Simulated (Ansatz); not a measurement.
**C$_{2}$H$_{6}$GaIn (SMILES C=[C]([GaH2])[InH2]): density, localisation and related maps**

```yaml
atoms:
  - { symbol: C, position_ang: [-0.5502, 0.5441, -1.2887] }
  - { symbol: C, position_ang: [-0.0530, 0.0094, -0.1620] }
  - { symbol: Ga, position_ang: [0.4429, -1.8816, -0.2385] }
  - { symbol: In, position_ang: [0.1164, 1.3153, 1.5356] }
  - { symbol: H, position_ang: [-0.8625, 1.5878, -1.3717] }
  - { symbol: H, position_ang: [-0.6777, -0.0354, -2.2074] }
  - { symbol: H, position_ang: [1.0391, -2.6279, 1.0094] }
  - { symbol: H, position_ang: [0.2206, -2.6336, -1.6064] }
  - { symbol: H, position_ang: [0.7342, 0.7760, 3.0525] }
  - { symbol: H, position_ang: [-0.4098, 2.9458, 1.2771] }
```

Geometry: PBE0-D4/def2-TZVP; core potentials replace the inner electrons of In.

Method: RKS PBE0-D4/def2-TZVPP in Ansatz.

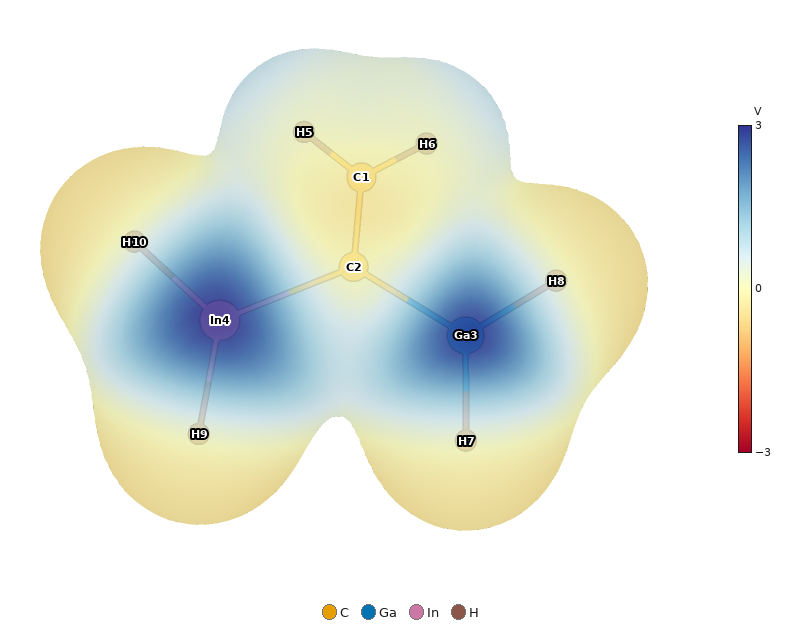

Figure 1. The molecular electrostatic potential painted on the density surface at 0.002 e/bohr³, seen across its widest extent; the colour scale runs from red (negative) to blue (positive).

Describe the electrostatic potential map.

The most negative region (about −0.4 V) lies over H7, H8, H9 and H10, the most positive (about +2.9 V) over Ga3 and In4.

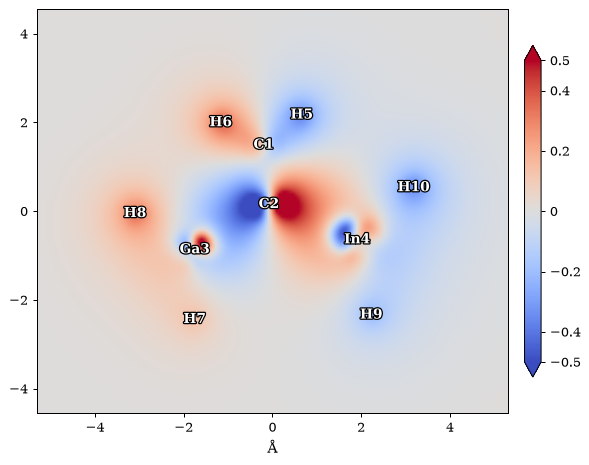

Figure 2. One frontier orbital on the molecular plane (values in Å⁻³ᐟ²; the overall sign is arbitrary).

Which orbital is it: HOMO or LUMO?

The HOMO, at −6.83 eV. Its weight (Hirshfeld) is mainly on C2 (about 35 %), In4 (about 20 %), Ga3 (about 15 %), C1 (about 10 %) and H10 (about 5 %); it is symmetric in the molecular plane (an in-plane orbital: σ, lone-pair or in-plane π type).

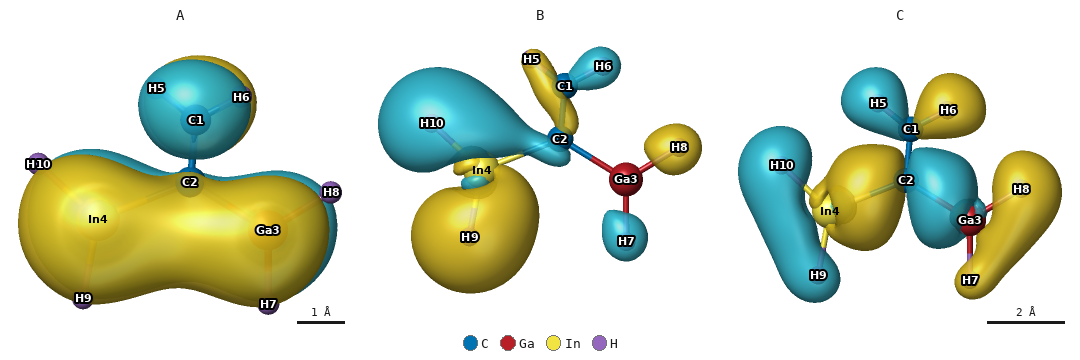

Figure 3. Three frontier orbitals at ±0.06 Å⁻³ᐟ² (yellow and cyan are the two phases), in no order.

Order the three orbitals by energy and name them.

B is the HOMO−1 (−8.04 eV). It lies mainly on In4 (about 35 %), H9 (about 30 %) and H10 (about 25 %); it is symmetric in the molecular plane (an in-plane orbital: σ, lone-pair or in-plane π type). C is the HOMO (−6.83 eV). Its weight (Hirshfeld) is mainly on C2 (about 35 %), In4 (about 20 %), Ga3 (about 15 %), C1 (about 10 %) and H10 (about 5 %); it is symmetric in the molecular plane (an in-plane orbital: σ, lone-pair or in-plane π type). A is the LUMO (−2.06 eV). Its weight (Hirshfeld) is mainly on In4 (about 35 %), Ga3 (about 25 %), C1 (about 20 %) and C2 (about 10 %); it changes sign across the molecular plane (π type); π-bonding across C2–Ga3; π-antibonding (a node) across C1–C2.

What is the HOMO–LUMO gap?

4.77 eV between the orbital energies.
